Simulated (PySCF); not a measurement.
# [TlF2]+: a change of charge

How does [TlF2]+ respond at fixed geometry? The runs cover a change of charge. It is a constructed species; whether it can be made isn't addressed.

Program: PySCF 2.14.0. Level of theory: PBE0, Tl def2-SVP with ECP60, F def2-SVP; scalar-relativistic core potentials, no spin–orbit coupling. These are calculated values, not measurements.

1 further run of the same task is left out (for a known fault of the program).

## (1) The starting structure

3 atoms, charge 1, spin multiplicity 1.

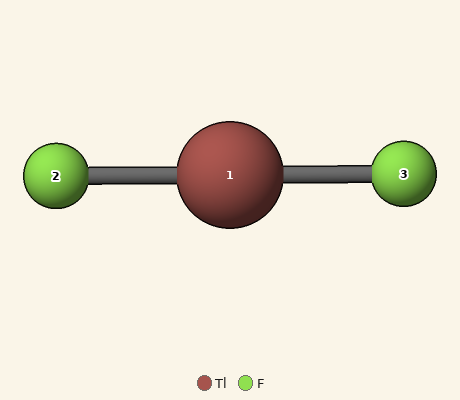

The geometry (thallium brown, fluorine green); atoms are numbered from 1 in the order of the file.

Coordinates:

```xyz
3
charge 1, multiplicity 1
Tl    0.0000    0.0000    0.3955
F     1.9236    0.0000    0.3965
F    -1.9236    0.0000    0.3965
```

Formal oxidation states: Tl +3. An earlier session relaxed this geometry at PBE0, Tl def2-SVP with ECP60, F def2-SVP (singlet, point group D∞h).

Its energy there is -371.479299 Eh.

## (2) One electron removed, multiplicity 2

File run.py (the lines that set the calculation):

```python
mol = gto.M(atom='''
Tl     0.00000     0.00000     0.39549
F      1.92357     0.00000     0.39653
F     -1.92357     0.00000     0.39653''',
    basis={'Tl': 'def2-SVP', 'F': 'def2-SVP'},
    ecp={'Tl': 'def2-SVP'},
    charge=2, spin=1)
mf = dft.UKS(mol, xc='PBE0')
mf.grids.atom_grid = (50, 194)
mf = mf.density_fit()  # fitting sets: Tl def2-universal-JKFIT, F def2-universal-JKFIT
mf.conv_tol = 1e-08; mf.max_cycle = 55
mf.kernel(dm0)  # dm0: the density of the relaxed state
```

Launch:

```
$ OMP_NUM_THREADS=2 python run.py
```

What it wrote:

```text
init E= -371.488692302035
cycle= 1 E= -370.646646087891  delta_E= 0.842  |g|= 0.411  |ddm|= 0.705
  HOMO = -1.05592585623  LUMO = -1.00219843324  gap/eV = 1.46200
cycle= 2 E= -370.581102570247  delta_E= 0.0655  |g|= 0.597  |ddm|= 0.829
  HOMO = -0.931854947294  LUMO = -0.877885003541  gap/eV = 1.46860
cycle= 3 E= -370.712286657866  delta_E= -0.131  |g|= 0.0419  |ddm|= 0.556
  HOMO = -0.925645967016  LUMO = -0.869089387196  gap/eV = 1.53898
cycle= 4 E= -370.698272814954  delta_E= 0.014  |g|= 0.188  |ddm|= 0.166
  HOMO = -0.923625653826  LUMO = -0.869231337717  gap/eV = 1.48014
cycle= 5 E= -370.712746343284  delta_E= -0.0145  |g|= 0.0274  |ddm|= 0.159
  HOMO = -0.92173131463  LUMO = -0.867334882541  gap/eV = 1.48020
cycle= 6 E= -370.713069774048  delta_E= -0.000323  |g|= 0.00182  |ddm|= 0.0234
  HOMO = -0.921905346883  LUMO = -0.867264330537  gap/eV = 1.48686
cycle= 7 E= -370.713072991405  delta_E= -3.22e-06  |g|= 0.00044  |ddm|= 0.00445
  HOMO = -0.921824418142  LUMO = -0.867197031093  gap/eV = 1.48649
cycle= 8 E= -370.713073356035  delta_E= -3.65e-07  |g|= 0.000118  |ddm|= 0.002
  HOMO = -0.92182220759  LUMO = -0.867198947058  gap/eV = 1.48637
cycle= 9 E= -370.71307338545  delta_E= -2.94e-08  |g|= 2.22e-05  |ddm|= 0.000665
  HOMO = -0.921824220642  LUMO = -0.867199122884  gap/eV = 1.48642
cycle= 10 E= -370.713073386556  delta_E= -1.11e-09  |g|= 8.26e-06  |ddm|= 0.000119
  HOMO = -0.921823486832  LUMO = -0.867198059068  gap/eV = 1.48643
Extra cycle  E= -370.713073386471  delta_E= 8.54e-11  |g|= 2.89e-05  |ddm|= 3.93e-05
converged SCF energy = -370.713073386471  <S^2> = 0.7610912  2S+1 = 2.0110606
```

It took 0.6 s on 2 threads of Arm Neoverse V2, shared host.

Read off: E = -370.713073 Eh (+20.850 eV from the relaxed state), HOMO -25.08 eV, LUMO -23.60 eV (over both spins), ⟨S²⟩ = 0.761, Mulliken charge on Tl1 +1.88 e. 

## (3) One electron added, multiplicity 2

run.py (the lines that set the calculation), as its differences from that of step 2:

```diff
@@ -6,3 +6,3 @@
     ecp={'Tl': 'def2-SVP'},
-    charge=2, spin=1)
+    charge=0, spin=1)
 mf = dft.UKS(mol, xc='PBE0')
```

Launch:

```
$ OMP_NUM_THREADS=2 python run.py
```

What it wrote:

```text
init E= -371.487753499935
  HOMO = -0.424688381192  LUMO = -0.411291858036  gap/eV = 0.36454
cycle= 1 E= -371.77084469551  delta_E= -0.283  |g|= 0.258  |ddm|= 1.41
  HOMO = -0.165406067414  LUMO = -0.0591156217784  gap/eV = 2.89231
cycle= 2 E= -371.763356149155  delta_E= 0.00749  |g|= 0.332  |ddm|= 0.679
  HOMO = -0.213608925476  LUMO = -0.104671961034  gap/eV = 2.96433
cycle= 3 E= -371.797907414763  delta_E= -0.0346  |g|= 0.0606  |ddm|= 0.255
  HOMO = -0.221613382194  LUMO = -0.110137387932  gap/eV = 3.03342
cycle= 4 E= -371.799448042654  delta_E= -0.00154  |g|= 0.00907  |ddm|= 0.083
  HOMO = -0.223423282806  LUMO = -0.110062957941  gap/eV = 3.08469
cycle= 5 E= -371.799487123928  delta_E= -3.91e-05  |g|= 0.00159  |ddm|= 0.012
  HOMO = -0.223660713603  LUMO = -0.109829664584  gap/eV = 3.09750
cycle= 6 E= -371.799489038219  delta_E= -1.91e-06  |g|= 0.000336  |ddm|= 0.00286
  HOMO = -0.223620174688  LUMO = -0.109727127531  gap/eV = 3.09919
cycle= 7 E= -371.799489086665  delta_E= -4.84e-08  |g|= 0.000365  |ddm|= 0.000699
  HOMO = -0.223614557753  LUMO = -0.109711553339  gap/eV = 3.09946
cycle= 8 E= -371.799489137514  delta_E= -5.08e-08  |g|= 8.62e-05  |ddm|= 0.00033
  HOMO = -0.223614601413  LUMO = -0.109704749791  gap/eV = 3.09964
cycle= 9 E= -371.799489142001  delta_E= -4.49e-09  |g|= 1.36e-05  |ddm|= 0.000144
  HOMO = -0.223617118527  LUMO = -0.109707689028  gap/eV = 3.09963
Extra cycle  E= -371.799489141968  delta_E= 3.31e-11  |g|= 2.03e-05  |ddm|= 2.78e-05
converged SCF energy = -371.799489141968  <S^2> = 0.75430574  2S+1 = 2.0043011
```

It took 0.5 s on 2 threads of Arm Neoverse V2, shared host.

Read off: E = -371.799489 Eh (-8.713 eV from the relaxed state), HOMO -6.08 eV, LUMO -2.99 eV (over both spins), ⟨S²⟩ = 0.754, Mulliken charge on Tl1 +0.78 e. 

## (4) The states side by side

| state | energy from the relaxed state (eV) | ⟨S²⟩ | time |
| --- | --- | --- | --- |
| charge +1, singlet, vacuum (relaxed) | 0 | 0.00 |  |
| charge 0, doublet, vacuum | -8.71 | 0.75 | 0.5 s |
| charge +2, doublet, vacuum | 20.85 | 0.76 | 0.6 s |

An electron taken off or put on is at rest in vacuum. 

Removing an electron vertically costs 20.85 eV (doublet), against −HOMO = 18.10 eV. Adding an electron vertically releases 8.71 eV (doublet). These are double-zeta-type bases without diffuse functions. Spin–orbit coupling is left out.
